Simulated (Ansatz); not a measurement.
**CdSi2: what a guessed cell relaxes into, part 1 of 2**

The task: take a trial cell of CdSi2 to zero force and stress.

Computed with Ansatz 0.2.0 (DFT PBE, scalar-relativistic, plane waves, PAW, unless a step's input says otherwise).

## Step 1: The starting structure

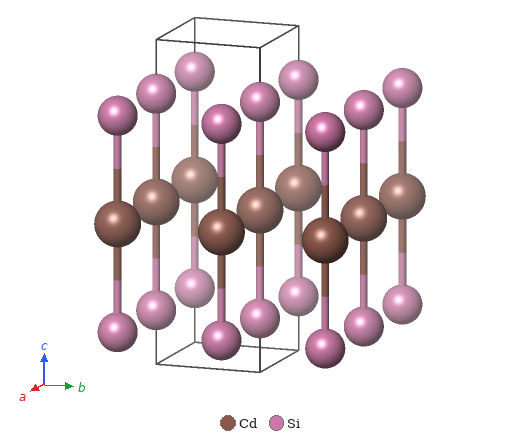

The starting structure, seen slightly off an axis (cadmium brown, silicon pink). 2×2×1 cells are drawn. Atoms on the faces are drawn again on the opposite ones.

Structure file:

```
Cd Si
1.0
     2.81005    0.00000    0.00000
     0.00000    2.81005    0.00000
     0.00000    0.00000    8.43015
Cd Si
1 2
Direct
  0.00000 0.00000 0.50000
  0.00000 0.00000 0.83333
  0.00000 0.00000 0.16667
```

A structure generator made this guess: ordered superstructure of sc (P4/mmm, No. 123). Its size is a rough estimate.

## Step 2: The guess as it stands, on a coarse mesh

File input.yaml:

```yaml
crystal:
  lattice:
    - [2.81004881, 0.0, 0.0]
    - [0.0, 2.81004881, 0.0]
    - [0.0, 0.0, 8.43014642]
  atoms:
    - { symbol: Cd, position: [0.0, 0.0, 0.5] }
    - { symbol: Si, position: [0.0, 0.0, 0.83333333] }
    - { symbol: Si, position: [0.0, 0.0, 0.16666667] }
basis:
  ecutwfc: 420
kpoints:
  mp_grid: { grid: [6, 6, 2] }
hamiltonian:
  xc: pbe
scf:
  occupations: { method: gaussian, width: 0.1 }
  lower_state_search: "off"
output:
  forces: true
  stress: true
  eigenvalues: true
```

The run is started by

```sh
$ ansatz run input.yaml --threads 1 --pin off --max-ram 2048MiB --backend cpu --events-out ev --progress --plain --runs-dir out
```

What it wrote, shortened:

```text
Warning: RAYON_NUM_THREADS=1 ignored (pool sized by the plan → 1); use --threads N
[...]
Pseudopotentials: kind: paw
Pseudopotential: Cd, paw, valence charge 20, recommended cutoff 420 eV (normal), Cd.paw.azcp
Pseudopotential: Si, paw, valence charge 4, recommended cutoff 420 eV (normal), Si.paw.azcp
Functional definition: PBE
[...]
Crystal: 3 atoms, lattice volume = 66.568 Å³
Basis set: ecut = 420 eV, 1329 PW (Γ), exchange–correlation on 40×40×120 points (8 copies of the dense FFT grid, shifted against one another)
Bands: 18, of which v1, the nominal top of the filled ones, is band 14 counted from 1 (13 counted from 0)
Symmetry: 16 space group operations
Space group: P4/mmm (ITA 123), of the structure as read, at distance tolerance 4.1e-5 Å
k-points: 20 of 72
[...]
SCF iter   1: F=—  HF=-9524.292223 eV  |F-HF|=—  |Δ(HF+E_count)|=         —  Δρ=2.78e-3  dr2=2.85e-2  ethr=1.77e-3  ⟨swp⟩=5.2  Hψ=1723  notcnv=0
[...]
SCF iter   6: F=-9524.289186 eV  HF=-9524.289186 eV  |F-HF|=4.73e-8  |Δ(HF+E_count)|=   7.45e-7  Δρ=8.86e-6  dr2=8.41e-8  ethr=3.57e-10  ⟨swp⟩=4.0  Hψ=1623  notcnv=0
[...]
SCF converged after 6 iterations
Free energy (F): -9524.289186 eV
[...]
E sigma→0 (E₀):  -9524.282899 eV
Entropy (-TS):   -0.012574 eV (-4.191 meV/atom)
Fermi energy:    7.931960 eV
[...]
--- Forces (eV/Å), atoms counted from 1 ---
  atom   1  Cd     0.00000000     0.00000000     0.00000000
  atom   2  Si     0.00000000     0.00000000     0.63753462
  atom   3  Si    -0.00000000     0.00000000    -0.63753462
[...]
--- Stress (GPa, compression-positive) ---
       -7.782773      -0.000000       0.000000
       -0.000000      -7.782773       0.000000
        0.000000       0.000000      -6.567126
  P = ⅓ Tr σ = -7.3776 GPa (-73.776 kbar)
--- Band table (eV; the first three rows and the last of 20) ---
  k-point 0: bands = ["-94.7761", "-55.8019", "-55.8019", "-55.7962", "-2.4432", "-1.8247", "-1.3725", "-0.8246", "-0.2349", "-0.2349", "0.0389", "1.3935", "6.9886", "7.0619", "14.2816", "14.2816", "15.4108", "15.4108"]
[...]
```

Run time: 1.1 s. Hardware: 1 thread of Arm Neoverse V2, shared host; peak memory 0.3 GiB.

The probe gives pressure -7.4 GPa, largest force 0.64 eV/Å, gap on this mesh none (metal). A guess like this is first relaxed loosely on the coarse mesh.

## Step 3: Rough relaxation on the coarse mesh

Changes to input.yaml since step 2:

```diff
@@ -22 +22,6 @@
   eigenvalues: true
+relax:
+  adjacent_minimum: "off"
+  f_tol: 0.04
+  max_steps: 70
+  cell: { stress_tol: 0.4 }
```

The run is started by

```sh
$ ansatz run input.yaml --threads 1 --pin off --max-ram 2048MiB --backend cpu --events-out ev --progress --plain --runs-dir out
```

What it wrote:

```text
Warning: RAYON_NUM_THREADS=1 ignored (pool sized by the plan → 1); use --threads N
Engine: ansatz 0.2.0, aarch64-unknown-linux-gnu
Pseudopotentials: kind: paw
Pseudopotential: Cd, paw, valence charge 20, recommended cutoff 420 eV (normal), Cd.paw.azcp
Pseudopotential: Si, paw, valence charge 4, recommended cutoff 420 eV (normal), Si.paw.azcp
Functional definition: PBE
  parameter kappa = 0.804
  parameter beta = 0.06672455060314922
  exchange = pbe_x(kappa = kappa, mu = beta*pi^2/3)
  correlation = pbe_c(beta = beta)
Crystal: 3 atoms, lattice volume = 66.568 Å³
Basis set: ecut = 420 eV, 1329 PW (Γ), exchange–correlation on 40×40×120 points (8 copies of the dense FFT grid, shifted against one another)
Bands: 18, of which v1, the nominal top of the filled ones, is band 14 counted from 1 (13 counted from 0)
Symmetry: 16 space group operations
Space group: P4/mmm (ITA 123), of the structure as read, at distance tolerance 4.1e-5 Å
k-points: 20 of 72
Non-local potential: Cd, projectors of the file, l = 0: 3, l = 1: 2, l = 2: 2, l = 3: 1
Non-local potential: Si, projectors of the file, l = 0: 2, l = 1: 2, l = 2: 2
PAW form: soft (Blöchl's): semilocal exchange-correlation on the pseudo side does not see the compensation charge
PAW one-centre angular grid: Cd, 590 points (default); XC on 64 Gauss nodes
PAW one-centre angular grid: Si, 110 points (default); XC on 64 Gauss nodes
Initial density: superposition of atomic densities (neutral atoms: chi_scale 0, normalization atom), corrected by the library's trained network
Initial wavefunctions: pseudopotential atomic-orbital guess
Functional: x = pbe(κ = 0.804, μ = 0.2195149727645171), c = pbe(β = 0.06672455060314922)
SCF iter   1: F=—  HF=-9524.292223 eV  |F-HF|=—  |Δ(HF+E_count)|=         —  Δρ=2.78e-3  dr2=2.85e-2  ethr=1.77e-3  ⟨swp⟩=5.2  Hψ=1723  notcnv=0
preconditioner: auto → Kerker (q_TF=auto, 2.362 Å⁻¹)  [metal: Δε(μ)=0.106 eV  Ē_g=9.442 eV  σ=0.100 eV  W_gap=0.44  n_scr=18 (ndim 8)  ℏωp=20.4 eV  f_vac=0.000  D(μ)=2.00/eV (n_scr^D=10)]
SCF iter   2: F=—  HF=-9524.290426 eV  |F-HF|=—  |Δ(HF+E_count)|=   1.80e-3  Δρ=1.74e-3  dr2=9.80e-3  ethr=1.02e-4  ⟨swp⟩=1.0  Hψ=520  notcnv=0
preconditioner: auto → Resta (q_TF=auto, 2.362 Å⁻¹)  ε∞=5.6  [insulator: Δε(μ)=0.109 eV  Ē_g=9.463 eV  σ=0.100 eV  W_gap=0.50  n_scr=18 (ndim 8)  ℏωp=20.4 eV  f_vac=0.000  D(μ)=2.26/eV (n_scr^D=18)  ε∞_Penn≈5.6]
SCF iter   3: F=—  HF=-9524.289139 eV  |F-HF|=—  |Δ(HF+E_count)|=   1.29e-3  Δρ=3.90e-4  dr2=2.32e-4  ethr=3.50e-5  ⟨swp⟩=1.2  Hψ=365  notcnv=0
SCF iter   4: F=—  HF=-9524.289154 eV  |F-HF|=—  |Δ(HF+E_count)|=   1.51e-5  Δρ=2.20e-4  dr2=2.79e-5  ethr=8.28e-7  ⟨swp⟩=2.1  Hψ=553  notcnv=0
SCF iter   5: F=—  HF=-9524.289185 eV  |F-HF|=—  |Δ(HF+E_count)|=   3.07e-5  Δρ=6.07e-5  dr2=2.29e-6  ethr=9.98e-8  ⟨swp⟩=2.1  Hψ=599  notcnv=0
SCF iter   6: F=-9524.289186 eV  HF=-9524.289186 eV  |F-HF|=4.68e-8  |Δ(HF+E_count)|=   7.45e-7  Δρ=8.87e-6  dr2=8.47e-8  ethr=3.57e-10  ⟨swp⟩=4.0  Hψ=1624  notcnv=0
SCF 1 converged in 6 iterations: F = -9524.289186 eV  dr2 = 8.47e-8
relax step   1: F+E_penalty+E_count = -9524.28918565 eV  Δ(F+E_penalty+E_count) = +0.000e0 eV  max|allowed force component| = 6.375e-1 eV/Å  Δτ_max = 0.0000 Å  P = -7.378 GPa  Ω = 66.568 Å³  (6 SCF iters, dr2 threshold 1.00e-7 eV, accepted)
Crystal: 3 atoms, lattice volume = 57.758 Å³
Basis set: ecut = 420 eV, 1135 PW (Γ), exchange–correlation on 40×40×120 points (8 copies of the dense FFT grid, shifted against one another)
Initial density: handed on by an earlier stage of this run
Initial wavefunctions: those handed on with the density
iter 1 solved again at ethr=8.64e-4 eV; its pass at ethr=3.10e-3 eV (dr2=2.42e-1 eV) is discarded
SCF iter   1: F=—  HF=-9524.657130 eV  |F-HF|=—  |Δ(HF+E_count)|=         —  Δρ=1.03e-2  dr2=2.46e-1  ethr=8.64e-4  ⟨swp⟩=1.0  Hψ=2192  notcnv=0
preconditioner: auto → Kerker (q_TF=auto, 2.418 Å⁻¹)  [metal: Δε(μ)=0.056 eV  Ē_g=9.970 eV  σ=0.100 eV  W_gap=0.30  n_scr=10 (ndim 8)  ℏωp=21.9 eV  f_vac=0.000  D(μ)=2.94/eV (n_scr^D=26)]
SCF iter   2: F=—  HF=-9524.630335 eV  |F-HF|=—  |Δ(HF+E_count)|=   2.68e-2  Δρ=5.61e-3  dr2=9.57e-2  ethr=8.64e-4  ⟨swp⟩=1.6  Hψ=374  notcnv=0
SCF iter   3: F=—  HF=-9524.616225 eV  |F-HF|=—  |Δ(HF+E_count)|=   1.41e-2  Δρ=1.12e-3  dr2=4.27e-3  ethr=3.42e-4  ⟨swp⟩=1.4  Hψ=513  notcnv=0
SCF iter   4: F=—  HF=-9524.615660 eV  |F-HF|=—  |Δ(HF+E_count)|=   5.65e-4  Δρ=5.70e-4  dr2=3.82e-4  ethr=1.53e-5  ⟨swp⟩=1.4  Hψ=422  notcnv=0
SCF iter   5: F=—  HF=-9524.615596 eV  |F-HF|=—  |Δ(HF+E_count)|=   6.41e-5  Δρ=1.28e-4  dr2=2.05e-5  ethr=1.36e-6  ⟨swp⟩=2.5  Hψ=561  notcnv=0
SCF iter   6: F=—  HF=-9524.615612 eV  |F-HF|=—  |Δ(HF+E_count)|=   1.65e-5  Δρ=3.12e-5  dr2=9.76e-7  ethr=7.34e-8  ⟨swp⟩=1.9  Hψ=389  notcnv=0
SCF iter   7: F=-9524.615612 eV  HF=-9524.615612 eV  |F-HF|=1.35e-10  |Δ(HF+E_count)|=   1.61e-7  Δρ=6.36e-6  dr2=3.67e-8  ethr=1.07e-9  ⟨swp⟩=5.8  Hψ=1625  notcnv=0
SCF 2 converged in 7 iterations: F = -9524.615612 eV  dr2 = 3.67e-8
relax step   2: F+E_penalty+E_count = -9524.61561227 eV  Δ(F+E_penalty+E_count) = -3.264e-1 eV  max|allowed force component| = 5.290e-2 eV/Å  Δτ_max = 0.1261 Å  P = +0.281 GPa  Ω = 57.758 Å³  energy of the carried Pulay correction = +1.988e-3 eV  (7 SCF iters, dr2 threshold 3.00e-7 eV, accepted)
Crystal: 3 atoms, lattice volume = 58.004 Å³
Basis set: ecut = 420 eV, 1159 PW (Γ), exchange–correlation on 40×40×120 points (8 copies of the dense FFT grid, shifted against one another)
iter 1 solved again at ethr=5.66e-6 eV; its pass at ethr=3.10e-3 eV (dr2=1.58e-3 eV) is discarded
SCF iter   1: F=—  HF=-9524.616608 eV  |F-HF|=—  |Δ(HF+E_count)|=         —  Δρ=1.01e-3  dr2=1.62e-3  ethr=5.66e-6  ⟨swp⟩=2.6  Hψ=2072  notcnv=0
preconditioner: auto → Kerker (q_TF=auto, 2.416 Å⁻¹)  [metal: Δε(μ)=0.096 eV  Ē_g=10.160 eV  σ=0.100 eV  W_gap=0.44  n_scr=10 (ndim 8)  ℏωp=21.8 eV  f_vac=0.000  D(μ)=2.77/eV (n_scr^D=26)]
SCF iter   2: F=—  HF=-9524.616370 eV  |F-HF|=—  |Δ(HF+E_count)|=   2.38e-4  Δρ=5.53e-4  dr2=4.95e-4  ethr=5.66e-6  ⟨swp⟩=1.1  Hψ=364  notcnv=0
SCF iter   3: F=—  HF=-9524.616271 eV  |F-HF|=—  |Δ(HF+E_count)|=   9.85e-5  Δρ=8.33e-5  dr2=6.34e-6  ethr=1.77e-6  ⟨swp⟩=1.8  Hψ=400  notcnv=0
SCF iter   4: F=—  HF=-9524.616311 eV  |F-HF|=—  |Δ(HF+E_count)|=   4.04e-5  Δρ=4.69e-5  dr2=1.01e-6  ethr=2.27e-8  ⟨swp⟩=2.0  Hψ=556  notcnv=0
SCF iter   5: F=-9524.616311 eV  HF=-9524.616311 eV  |F-HF|=3.54e-9  |Δ(HF+E_count)|=   2.66e-7  Δρ=8.96e-6  dr2=4.63e-8  ethr=6.25e-10  ⟨swp⟩=5.4  Hψ=1595  notcnv=0
SCF 3 converged in 5 iterations: F = -9524.616311 eV  dr2 = 4.63e-8
relax step   3: F+E_penalty+E_count = -9524.61631121 eV  Δ(F+E_penalty+E_count) = -6.989e-4 eV  max|allowed force component| = 3.361e-3 eV/Å  Δτ_max = 0.0103 Å  P = -0.210 GPa  Ω = 58.004 Å³  energy of the carried Pulay correction = +1.929e-3 eV  (5 SCF iters, dr2 threshold 1.75e-7 eV, accepted)
Crystal: 3 atoms, lattice volume = 57.713 Å³
iter 1 solved again at ethr=8.00e-7 eV; its pass at ethr=3.10e-3 eV (dr2=2.24e-4 eV) is discarded
SCF iter   1: F=—  HF=-9524.616404 eV  |F-HF|=—  |Δ(HF+E_count)|=         —  Δρ=4.77e-4  dr2=3.29e-4  ethr=8.00e-7  ⟨swp⟩=2.0  Hψ=2090  notcnv=0
preconditioner: auto → none  [insulator: Δε(μ)=0.131 eV  Ē_g=10.170 eV  σ=0.100 eV  W_gap=0.50  n_scr=10 (ndim 8)  ℏωp=21.9 eV  f_vac=0.000  D(μ)=2.48/eV (n_scr^D=18)  ε∞_Penn≈5.6]
SCF iter   2: F=—  HF=-9524.616317 eV  |F-HF|=—  |Δ(HF+E_count)|=   8.78e-5  Δρ=1.80e-4  dr2=2.70e-5  ethr=8.00e-7  ⟨swp⟩=2.0  Hψ=555  notcnv=0
SCF iter   3: F=—  HF=-9524.616344 eV  |F-HF|=—  |Δ(HF+E_count)|=   2.75e-5  Δρ=7.73e-5  dr2=8.89e-6  ethr=9.64e-8  ⟨swp⟩=2.5  Hψ=553  notcnv=0
SCF iter   4: F=—  HF=-9524.616344 eV  |F-HF|=—  |Δ(HF+E_count)|=   5.01e-7  Δρ=4.44e-5  dr2=3.57e-6  ethr=3.18e-8  ⟨swp⟩=1.9  Hψ=410  notcnv=0
SCF iter   5: F=—  HF=-9524.616343 eV  |F-HF|=—  |Δ(HF+E_count)|=   3.81e-7  Δρ=2.38e-5  dr2=1.01e-6  ethr=1.27e-8  ⟨swp⟩=1.1  Hψ=362  notcnv=0
SCF iter   6: F=-9524.616343 eV  HF=-9524.616343 eV  |F-HF|=5.99e-8  |Δ(HF+E_count)|=   1.28e-7  Δρ=7.67e-6  dr2=8.49e-8  ethr=1.07e-9  ⟨swp⟩=4.0  Hψ=1091  notcnv=0
SCF 4 converged in 6 iterations: F = -9524.616343 eV  dr2 = 8.49e-8
relax step   4: F+E_penalty+E_count = -9524.61634303 eV  Δ(F+E_penalty+E_count) = -3.182e-5 eV  max|allowed force component| = 2.251e-2 eV/Å  Δτ_max = 0.0061 Å  P = +0.058 GPa  Ω = 57.713 Å³  energy of the carried Pulay correction = +1.999e-3 eV  (6 SCF iters, dr2 threshold 3.00e-7 eV, accepted)
Basis set: ecut = 420 eV, 1135 PW (Γ), exchange–correlation on 36×36×108 points (8 copies of the dense FFT grid, shifted against one another)
Initial wavefunctions: pseudopotential atomic-orbital guess (no wavefunctions were taken with the density)
iter 1 solved again at ethr=7.59e-8 eV; its pass at ethr=3.10e-3 eV (dr2=2.13e-5 eV) is discarded
SCF iter   1: F=—  HF=-9524.614691 eV  |F-HF|=—  |Δ(HF+E_count)|=         —  Δρ=2.46e-4  dr2=5.69e-6  ethr=7.59e-8  ⟨swp⟩=3.0  Hψ=2732  notcnv=0
preconditioner: auto → Kerker (q_TF=auto, 2.418 Å⁻¹)  [metal: Δε(μ)=0.117 eV  Ē_g=10.180 eV  σ=0.100 eV  W_gap=0.48  n_scr=10 (ndim 8)  ℏωp=21.9 eV  f_vac=0.000  D(μ)=2.50/eV (n_scr^D=18)]
SCF iter   2: F=—  HF=-9524.614699 eV  |F-HF|=—  |Δ(HF+E_count)|=   7.68e-6  Δρ=1.19e-4  dr2=1.62e-6  ethr=2.03e-8  ⟨swp⟩=2.0  Hψ=541  notcnv=0
SCF iter   3: F=—  HF=-9524.614714 eV  |F-HF|=—  |Δ(HF+E_count)|=   1.49e-5  Δρ=3.14e-5  dr2=1.32e-7  ethr=5.77e-9  ⟨swp⟩=2.6  Hψ=532  notcnv=0
SCF iter   4: F=—  HF=-9524.614714 eV  |F-HF|=—  |Δ(HF+E_count)|=   9.06e-8  Δρ=2.66e-6  dr2=2.03e-9  ethr=4.72e-10  ⟨swp⟩=2.0  Hψ=519  notcnv=0
SCF iter   5: F=-9524.614714 eV  HF=-9524.614714 eV  |F-HF|=4.55e-11  |Δ(HF+E_count)|=   1.45e-9  Δρ=3.39e-7  dr2=1.20e-10  ethr=6.86e-12  ⟨swp⟩=4.1  Hψ=1188  notcnv=0
SCF 5 converged in 5 iterations: F = -9524.614714 eV  dr2 = 1.20e-10
relax step   5: F+E_penalty+E_count = -9524.61471386 eV  Δ(F+E_penalty+E_count) = +1.629e-3 eV  max|allowed force component| = 2.279e-2 eV/Å  Δτ_max = 0.0000 Å  P = +0.041 GPa  Ω = 57.713 Å³  stress off target by 3.31e-1 GPa  SCF on the basis re-selected at this cell (its energy is not comparable with the rows above)  (5 SCF iters)
basis re-selected at this cell: Δ(F+E_penalty+E_count) = +1.629e-3 eV, ΔP = -0.016 GPa vs the last step (what re-selecting the basis moved, of the pressure what is left beyond the Pulay correction that the steps carried, after the strain that the cell walked since its last selection, with what the two solves' SCF thresholds leave and, on support functions, any second-order correction that the steps lacked; it is no measure of the basis error at this ecutwfc). The dense FFT grid was sized anew with the basis: this SCF ran on 18×18×54 points, the steps before it on 20×20×60, so part of this shift can come from that change (see relax.cell in the input reference). This SCF's stress stands 3.31e-1 GPa from its target on what of the cell is left free (relax.cell.stress_tol is 4.00e-1 GPa) and its largest allowed force component is 2.28e-2 eV/Å (relax.f_tol is 4.00e-2 eV/Å): within both
SCF converged after 5 iterations
Free energy (F): -9524.614714 eV
Harris-Foulkes:  -9524.614714 eV  (|F-HF|=4.55e-11)
Internal energy: -9524.602201 eV  (E = F + TS)
E sigma→0 (E₀):  -9524.608458 eV
Entropy (-TS):   -0.012513 eV (-4.171 meV/atom)
Fermi energy:    9.982164 eV
--- Per-component energies (eV) ---
  E_band       = -447.825334
  E_kinetic    = 582.942716
  E_local      = -5504.253856  (includes V_loc(G=0)·N_el)
  E_nonlocal   = 82.230097
  E_hartree    = 2623.783831
  E_xc         = -287.202489
  E_vxc        = -315.317248  (∫ρ·V_xc dr)
  E_paw        = -5105.775984  (= ΣΔE_a)
  E_vpaw       = -540.995446  (= ΣTr[D̂ρ^β])
  E_aug_tail   = 0.000028  (compensation charges beyond the density's cutoff)
  E_ewald      = -1916.326543
  E_smearing   = -0.012513  (= −TS)
  E_closure    = -0.000000  (closes the sum)
  Σ components = -9524.614714   (vs F -9524.614714, Δ=0.00e0)
--- Forces (eV/Å), atoms counted from 1 ---
  atom   1  Cd    -0.00000000    -0.00000000     0.00000000
  atom   2  Si    -0.00000000     0.00000000     0.02278702
  atom   3  Si     0.00000000    -0.00000000    -0.02278702
  max |Σ_I F_I| component: 6.94e-18 eV/Å
--- Stress (GPa, compression-positive) ---
       -0.103549      -0.000000       0.000000
       -0.000000      -0.103549       0.000000
        0.000000       0.000000       0.331308
  P = ⅓ Tr σ = 0.0414 GPa (0.414 kbar)
--- Band table (eV; the first three rows and the last of 20) ---
  k-point 0: bands = ["-93.1838", "-54.1899", "-54.1899", "-54.1847", "-1.7056", "-0.6126", "-0.0994", "0.6674", "1.4921", "1.4921", "1.8445", "2.4735", "8.5707", "8.9502", "16.7822", "16.7822", "17.6151", "18.2302"]
  k-point 1: bands = ["-93.1838", "-54.1899", "-54.1899", "-54.1847", "-1.5661", "-0.6126", "-0.2129", "0.1495", "1.4921", "1.4921", "1.8445", "4.3240", "5.1234", "13.4172", "13.9735", "16.8459", "16.8459", "17.5924"]
  k-point 2: bands = ["-93.1812", "-54.2230", "-54.1874", "-54.1819", "-1.1863", "-0.4135", "0.2821", "0.8855", "1.5144", "1.5171", "1.6463", "3.0011", "8.9644", "9.5823", "12.1363", "14.1554", "17.2196", "18.4041"]
  k-point 19: bands = ["-93.1631", "-54.3090", "-54.3090", "-54.1624", "-0.3002", "0.5740", "0.5740", "1.2875", "2.4929", "6.2676", "7.9144", "7.9144", "9.4460", "9.4460", "9.4876", "11.4988", "12.4939", "13.5994"]
--- Relaxed structure (4 steps of the walk, 4 accepted, 1 SCFs on fresh bases) ---
  F+E_penalty+E_count = -9524.61471386 eV   max|allowed force component| = 2.279e-2 eV/Å   (the final SCF, on the basis selected at the relaxed cell)
  cell:  # Å, volume = 57.7132 Å³
    - [2.679106917030451, 1.635822420321031e-33, -7.28126154644649e-33]
    - [1.635822420321031e-33, 2.679106917030451, 2.036171179120901e-33]
    - [-2.1843784613427957e-32, 6.108513530116667e-33, 8.040723657762486]
  atoms:
    - { symbol: Cd, position: [1.4912204538579852e-33, 1.813381186259379e-34, 0.5] }
    - { symbol: Si, position: [-8.741175550891045e-34, -8.638548170763239e-35, 0.8463496651243326] }
    - { symbol: Si, position: [-6.171028987688788e-34, -9.495263691830624e-35, 0.1536503348756676] }
```

Wall time 6.4 s (1 thread of Arm Neoverse V2, shared host); peak memory 0.32 GiB.

Step by step:

```csv
step,E - E(step 1) (eV/cell),largest force component (eV/Å),pressure (GPa),volume (Å³)
1,0.0000,0.6375,-7.38,66.57
2,-0.3264,0.0529,0.28,57.76
3,-0.3271,0.0034,-0.21,58.00
4,-0.3272,0.0225,0.06,57.71
5,-0.3255,0.0228,0.04,57.71
```

Step 1 is the start. Step 5 repeats the geometry before it on a plane-wave basis chosen anew for that cell, so its energy need not be comparable with the rows above.

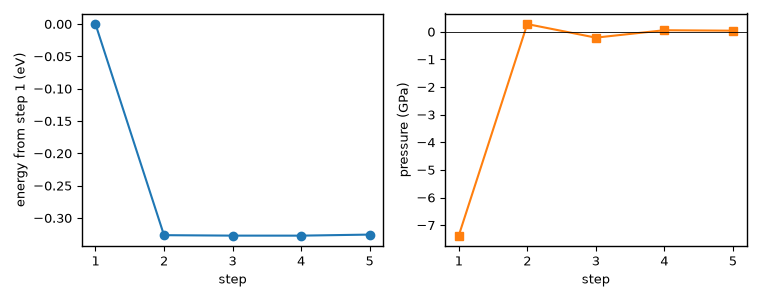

Energy and pressure along the relaxation.

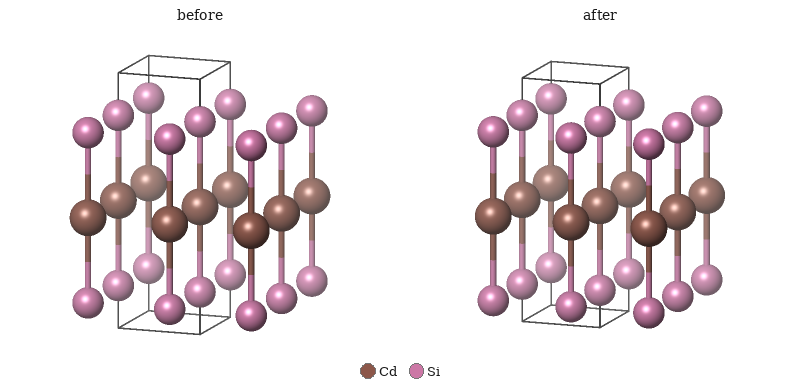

The structure before (left) and after (right) the relaxation, drawn at the same scale.

|  | before | after | change |
| --- | --- | --- | --- |
| a (Å) | 2.810 | 2.679 | -4.7 % |
| b (Å) | 2.810 | 2.679 | -4.7 % |
| c (Å) | 8.430 | 8.041 | -4.6 % |
| volume (Å³/atom) | 22.19 | 19.24 | -13.3 % |
| shortest distance (Å) | 2.810 | 2.471 | -12.1 % |
| space group (0.01 Å) | P4/mmm | P4/mmm | same |

Forces and stress were held to the start's 16 operations: a distortion of lower symmetry was not tested.

(Continued in part 2 of 2.)
